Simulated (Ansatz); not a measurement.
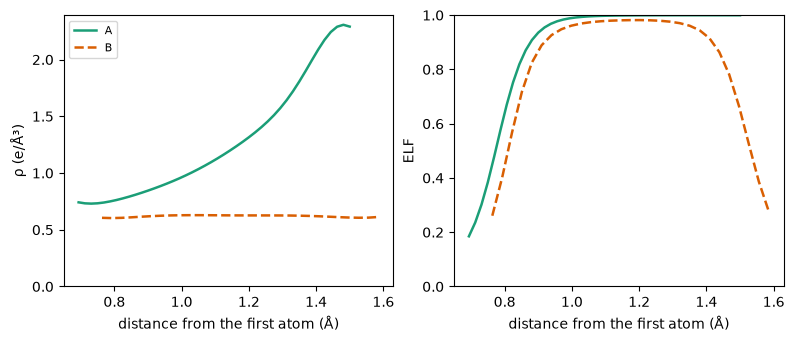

The picture shows: H6Si2. Electron density and electron localisation function along straight lines between neighbouring atoms. The curves leave out the atomic cores.

All numbers below come from RKS PBE0-D4/cc-pVDZ in Ansatz 0.2.0.

```xyz
8

Si   -0.0003    0.0005   -0.0639
Si    0.0007   -0.0005    2.2845
H    -1.3914   -0.2095    2.8024
H     0.8773   -1.1007    2.8049
H     0.5151    1.3095    2.8032
H     1.3915    0.2117   -0.5813
H    -0.8788    1.0994   -0.5839
H    -0.5127   -1.3105   -0.5822
```

Question: Which curve belongs to which contact (Si–H and Si–Si)? The first atom named is at distance zero.

Answer: Curve A: Si–H (1.50 Å): ρ is about 0.73 e/Å³ halfway; the ELF climbs to about 1 towards the hydrogen, as it does in any bond to H. Curve B: Si–Si (2.35 Å): the density is about 0.63 e/Å³ at the midpoint; the ELF peaks at about 1 between the atoms (a covalent bond).
